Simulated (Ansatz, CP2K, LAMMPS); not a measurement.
**Other levels on aqueous K+ and Br-, 5.4 mol of salt per kg of water at 360 K (131 atoms)**

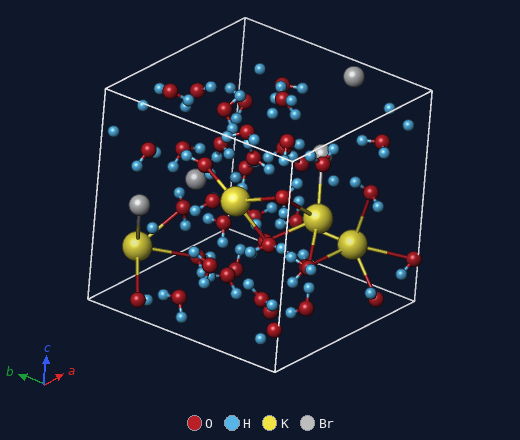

The cell (oxygen red, hydrogen blue, potassium yellow, bromine light grey). Bonds to atoms that aren't drawn are left out. Some periodic images of atoms are drawn too.

Density of this cell: 1.38 g/cm³. The cell holds 131 atoms: 41 O, 82 H, 4 K and 4 Br. Its edges and angles: a = 11.335 Å, b = 11.335 Å, c = 11.335 Å, α = 90.0°, β = 90.0°, γ = 90.0°. 41 H2O, 4 K+, 4 Br- placed at random, at 1.39 g/cm³; overlaps pushed apart, then 10 ps at 420 K with Joung-Cheatham ions (J. Phys. Chem. B 112, 9020 (2008)); SPC/E water (Berendsen, Grigera and Straatsma, J. Phys. Chem. 91, 6269 (1987)); charges of ions scaled by 0.85. Snapshot after 20 ps at 360 K and fixed volume.

Geometry: as built.

The reference, a calculation:

| Quantity | Value |
| --- | --- |
| method | Kohn-Sham DFT, PBE, PAW, plane waves (Ansatz 0.2.0); cutoff 420 eV, Γ point, fermi-dirac smearing of 0.05 eV; PAW set soft_2 |
| r.m.s. force component | 0.5288 eV/Å |
| longest force | 1.553 eV/Å |
| pressure | -2.037 GPa |
| gap (highest filled to lowest empty level) | 3.165 eV |
| SCF cycles | 9 |
| time | 15 s on 4 threads of Arm Neoverse V2, shared host |
| CPU time | 57 s |

Runs, in no order:
A. CP2K GFN1-xTB, OT DIIS: GFN1-xTB tight binding (the program's own implementation), orbital transformation
B. CP2K PBE, DZVP-MOLOPT-SR, 600/50 Ry, OT DIIS: Kohn-Sham DFT, PBE, GTH-PBE pseudopotentials, Gaussian and plane waves, DZVP-MOLOPT-SR-GTH, orbital transformation
C. CP2K PBE, SZV-MOLOPT-SR, 600/50 Ry, OT DIIS: Kohn-Sham DFT, PBE, GTH-PBE pseudopotentials, Gaussian and plane waves, SZV-MOLOPT-SR-GTH, orbital transformation
D. CP2K PBE, DZVP-UZH, 600/50 Ry, OT DIIS: Kohn-Sham DFT, PBE, GTH-PBE pseudopotentials, Gaussian and plane waves, DZVP-MOLOPT (UZH set), orbital transformation

Q: Order them from the smallest to the largest r.m.s. force difference.

B, D, A, C.

```
                                            run  Δ force, r.m.s. (meV/Å)  share of r.m.s. force (%)  CPU time
B. CP2K PBE, DZVP-MOLOPT-SR, 600/50 Ry, OT DIIS                     34.5                       6.52    11 min
      D. CP2K PBE, DZVP-UZH, 600/50 Ry, OT DIIS                      124                       23.5    10 min
                      A. CP2K GFN1-xTB, OT DIIS                      339                       64.2     4.8 s
 C. CP2K PBE, SZV-MOLOPT-SR, 600/50 Ry, OT DIIS                     1659                        314     6 min
```

Periodic xTB results under one method name differ between programs and library versions. With short bonds to hydrogen, sets of potentials differ among themselves by several per cent in forces even at converged cutoffs, so the reference isn't exact here either. The network of contacts between molecules at the start is that of the classical potential that made the cell, and needn't be the one that DFT or experiment would give. The electronic-structure runs sample only Γ, in a cell whose shortest periodic width is 11 Å.

[Logs are printed without paths, hosts, clocks, repeated set-up lines and the standing remarks that a program may print on its own settings, such as how far it seeks lower states.]

[Hosts, paths, dates, database ids (printed as entryN), source tags and the programs' standing remarks are cut or masked in the printed files.]
